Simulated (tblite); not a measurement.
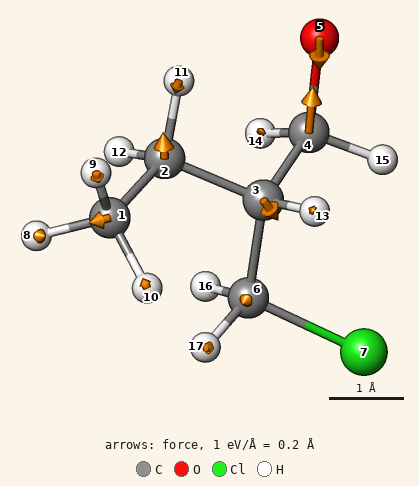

Starting geometry of C$_{5}$H$_{10}$ClO (multiplicity 2) with the computed forces as orange arrows. The picture is a ball-and-stick view, seen from a free direction.

All numbers below come from GFN2-xTB geometry optimisation, gas phase in tblite. 

Is this structure relaxed? If not, where do the atoms go?

Answer. It isn't relaxed: the largest force vector, on C4, is 3.46 eV/Å. The final displacements have little in common with the starting forces (cosine between the two patterns 0.21). H10 moves most after the best rigid fit: 1.04 Å. Largest moves by element: H 1.04 Å, O 0.44 Å, Cl 0.25 Å, C 0.12 Å. Near-neighbour distances that change, for instance: C4–O5 1.402 → 1.302 Å, C2–C3 1.489 → 1.534 Å, C2–H11 1.133 → 1.091 Å, C1–H8 1.120 → 1.087 Å. Bond angles that change, for instance: C3–C4–O5 108.1° → 116.6°, C2–C3–H13 116.4° → 108.8°, H14–C4–H15 108.8° → 102.1°. Groups turn about C1–C2 by about 60°. Over 96 geometry steps the energy falls by 0.626 eV. Cost: 0.67 s on 1 thread of Arm Neoverse V1, with other jobs on the host.
